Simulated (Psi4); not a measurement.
**Two attempts at H2S3**

Aim: a single-point energy of H2S3 at FNO-CISD/aug-cc-pVDZ-DK (DKH2, Cholesky decomposition, occ tolerance 3e-05).

Program for the calculation: Psi4 1.11.

**1. Starting point**

H2S3 has 5 atoms, charge 0, and is taken as a singlet. The shape is that of a GFN2-xTB optimisation.

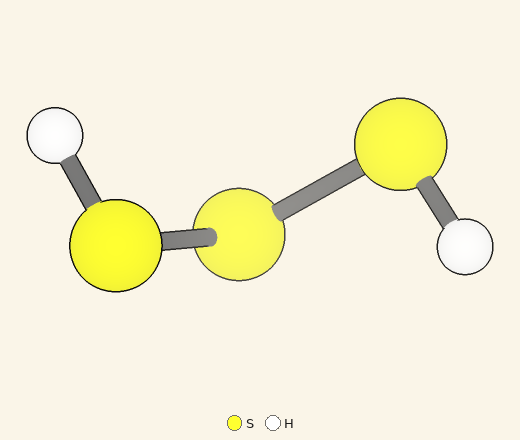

Viewed from a chosen angle; sulfur yellow, hydrogen white.

**2. Try one**

calc.dat reads:

```
memory 1600 MB

molecule {
  0 1
  S
  S 1 R2
  S 2 R3 1 A3
  H 1 R4 2 A4 3 D4
  H 3 R5 2 A5 1 D5

  R2 = 2.050557
  R3 = 2.050696
  A3 = 108.15041
  R4 = 1.338139
  A4 = 98.20327
  D4 = 89.50641
  R5 = 1.338817
  A5 = 98.22719
  D5 = 89.85534
}

set {
  scf_type      cd
  freeze_core   true
  occ_tolerance 3e-05
  relativistic  dkh
  dkh_order     2
}

energy_value = energy("pbe1pbe/aug-cc-pVDZ-DK")
print_variables()
```

Run with:

```sh
$ psi4 -i calc.dat -o calc.out -n 1
```

calc.out:

```text
Psi4 1.11 release

psi4.driver.p4util.exceptions.MissingMethodError: Method=pbe1pbe is not available for any derivative level.

Printing out the relevant lines from the Psithon --> Python processed input file:
    core.set_global_option("SCF_TYPE", "cd")
    core.set_global_option("FREEZE_CORE", "true")
    core.set_global_option("OCC_TOLERANCE", 3e-05)
    core.set_global_option("RELATIVISTIC", "dkh")
    core.set_global_option("DKH_ORDER", 2)
--> energy_value = energy("pbe1pbe/aug-cc-pVDZ-DK")
    print_variables()

!------------------------------------------------------------!
!                                                            !
!  Method=pbe1pbe is not available for any derivative level. !
!                                                            !
!------------------------------------------------------------!

    Psi4 run time: 0:00:00.15
```

It took 1.1 s on 1 thread of Intel Xeon Platinum 8488C (Sapphire Rapids), shared host; peak memory 0.13 GiB.

**3. What went wrong**

The input was rejected.

The log says `Method=pbe1pbe is not available for any derivative level.`. The fault: the keyword for the method is given a word that it doesn't take. To mend it: method FNO-CISD in place of PBE1PBE.

**4. Second attempt**

calc.dat reads:

```
memory 1600 mb

molecule m {
  0 1
  S
  S 1 r2
  S 2 r3 1 a3
  H 1 r4 2 a4 3 d4
  H 3 r5 2 a5 1 d5

  r2 = 2.050557
  r3 = 2.050696
  a3 = 108.15041
  r4 = 1.338139
  a4 = 98.20327
  d4 = 89.50641
  r5 = 1.338817
  a5 = 98.22719
  d5 = 89.85534
}

set {
  scf_type      cd
  freeze_core   true
  occ_tolerance 3e-05
  relativistic  dkh
  dkh_order     2
}

energy_value, wavefunction = energy('fno-cisd/aug-cc-pVDZ-DK', return_wfn=True)
print_variables()
```

Run with:

```sh
$ psi4 -n 1 calc.dat calc.out
```

calc.out:

```text
[...]
  Running in c1 symmetry.
[...]
  Nuclear repulsion =  196.741878877336632
[...]
  Multiplicity = 1
[...]
  Nalpha       = 25
  Nbeta        = 25
[...]
    Number of basis functions: 99
[...]
   @RHF iter   1: -1196.96213930870363   -1.80334e-01   2.14823e-03 ADIIS/DIIS
[...]
   @RHF iter  12: -1197.00635841177859   -4.09273e-12   3.45333e-09 DIIS
[...]
    Orbital Energies [Eh]
    ---------------------
    Doubly Occupied:
       1A    -92.305743     2A    -92.285566     3A    -92.285563
       4A     -9.065462     5A     -9.047482     6A     -9.047467
       7A     -6.697105     8A     -6.695119     9A     -6.692709
      10A     -6.679357    11A     -6.679347    12A     -6.677752
      13A     -6.677740    14A     -6.675491    15A     -6.675482
      16A     -1.102458    17A     -0.994158    18A     -0.843444
      19A     -0.612671    20A     -0.558157    21A     -0.523536
      22A     -0.497971    23A     -0.386804    24A     -0.386384
      25A     -0.377638
[...]
  @RHF Final Energy: -1197.00635841177859
   => Energetics <=
    Nuclear Repulsion Energy =            196.7418788773366316
    One-Electron Energy =               -2046.5552609410151490
    Two-Electron Energy =                 652.8070236518998399
    Total Energy =                      -1197.0063584117788196
[...]
 Multipole Moments:
 ------------------------------------------------------------------------------------
     Multipole            Electronic (a.u.)      Nuclear  (a.u.)        Total (a.u.)
 ------------------------------------------------------------------------------------
 L = 1.  Multiply by 2.5417464519 to convert [e a0] to [Debye]
 Dipole X            :         -0.0003700            0.0005835            0.0002135
 Dipole Y            :          0.6032140           -0.7743014           -0.1710874
 Dipole Z            :          0.4322936           -0.5550129           -0.1227192
 Magnitude           :                                                    0.2105492
[...]
      * MP2 total energy:                  -1197.432303261701
[...]
      * SCS-MP2 total energy:                -1197.424040218573
[...]
      * MP2 total energy:                    -1197.432303261701
[...]
      * CISD total energy:                   -1197.407206118677
[...]
```

Run time: 27 s. Hardware: 1 thread of Intel Xeon Platinum 8488C (Sapphire Rapids), shared host; peak memory 0.93 GiB.

**5. Results**

At FNO-CISD/aug-cc-pVDZ-DK (DKH2, Cholesky decomposition, occ tolerance 3e-05):

```
                                    quantity           value
                                total energy  -1197.40721 Eh
         HOMO energy (Hartree–Fock orbitals)       -10.28 eV
         LUMO energy (Hartree–Fock orbitals)         2.43 eV
       HOMO–LUMO gap (Hartree–Fock orbitals)        12.70 eV
correlation energy (15 core orbitals frozen)      -400.8 mEh
```
